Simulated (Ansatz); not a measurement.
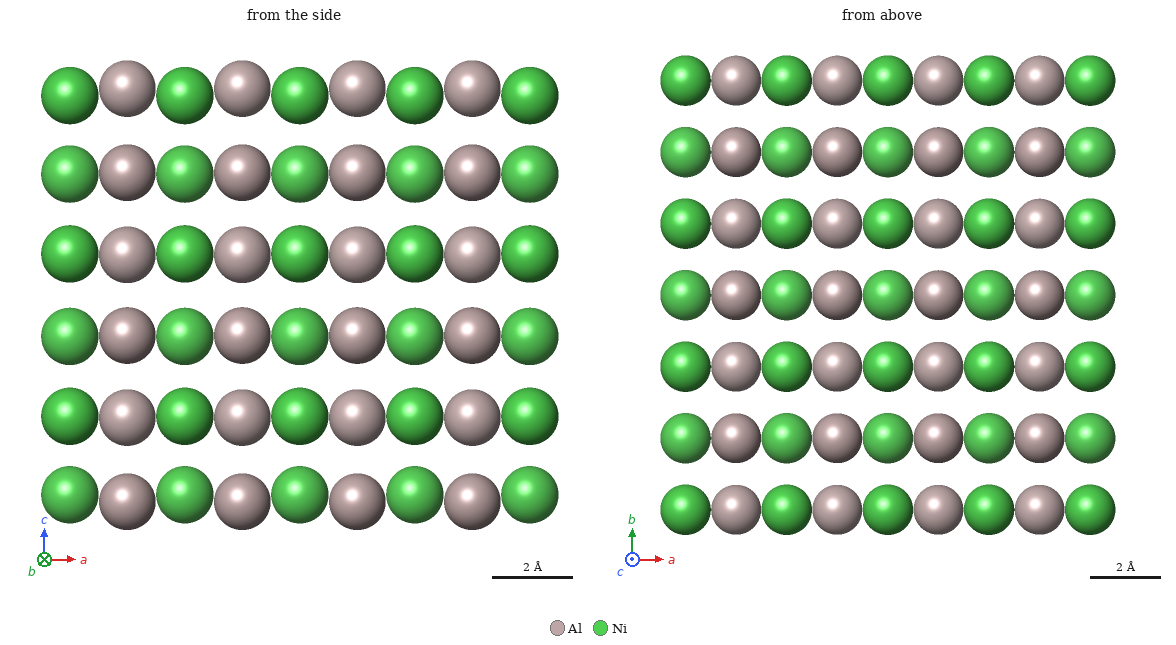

A spheres-only picture of a periodic slab, seen from the side and from above. The surface normal points up in side views; the vacuum is left out. 4×3 cells are drawn in the plane, with atoms at the edges repeated.

The cell holds 6 Al, 6 Ni. The slab was cut from bulk AlNi (Pm-3m).

Q: Are the two faces alike, and what ends them?

A: The top face ends in Al and Ni, the bottom face in Al and Ni. The two faces are alike.

Q: Give the thickness from the bottom atom to the top atom.

A: About 10 Å from the lowest to the highest atom.

Q: Count the planes and say what each contains, starting at the top.

A: Six planes: AlNi / AlNi / AlNi / AlNi / AlNi / AlNi.

Q: Index the surface.

A: (1 1 0).

Calculation details: Ansatz, DFT PBE, scalar-relativistic, plane waves, PAW; wavefunction cutoff 420 eV, the zone sampled with 12×9×1 points, Gaussian smearing of 0.1 eV, no spin polarisation (a spin-restricted run, not always the ground state).

Q: Give the work function of each face.

A: 4.74 eV on both faces.

The initial geometry was a structure listed in the Materials Project, from which a slab was cut. The atoms were relaxed in a fixed cell with DFT PBE, scalar-relativistic, plane waves, PAW (Ansatz).
